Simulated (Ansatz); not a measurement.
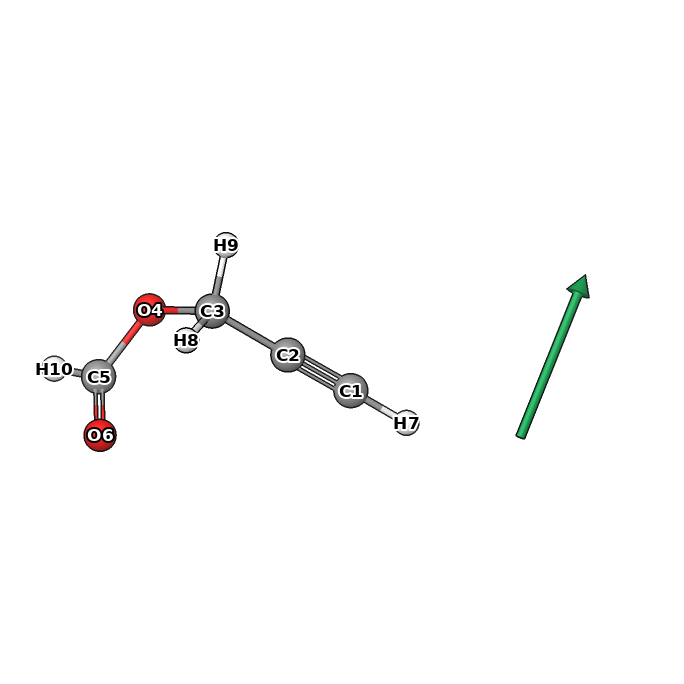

The arrow beside the molecule shows the direction of the dipole moment, from the negative to the positive end (its length means nothing). The computed structure is the end point of a PBE0-D4/def2-TZVP optimisation. No frequency run is at hand to confirm it as a minimum. Method: RKS PBE0-D4/def2-TZVP (Ansatz 0.2.0).

How large is the dipole moment?

1.71 D; it points from the side of O6 to the side of H9 (the outermost atoms at the two ends).
